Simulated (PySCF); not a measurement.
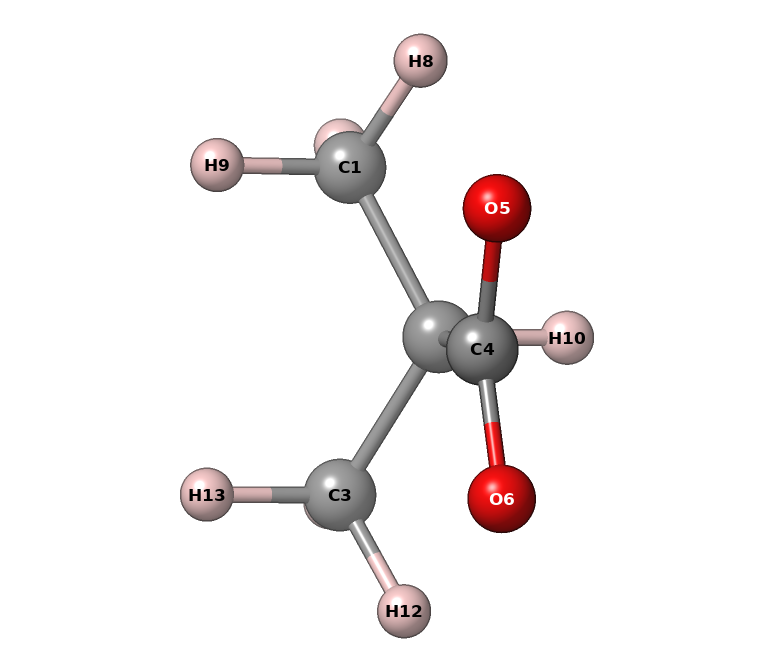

C2 lies behind C4. The molecule seen a little off the C4–C2 bond, C4 in front. Distant atoms are faded towards the background colour. State: charge −1, singlet. The geometry was computed by an optimisation with PBE0-D3(BJ)/def2-SVP. No frequency run is at hand to confirm it as a minimum.

**What is the torsion angle O5–C4–C2–C1? The sign is positive where the front bond must turn clockwise to cover the back bond.**

−24°, synperiplanar.
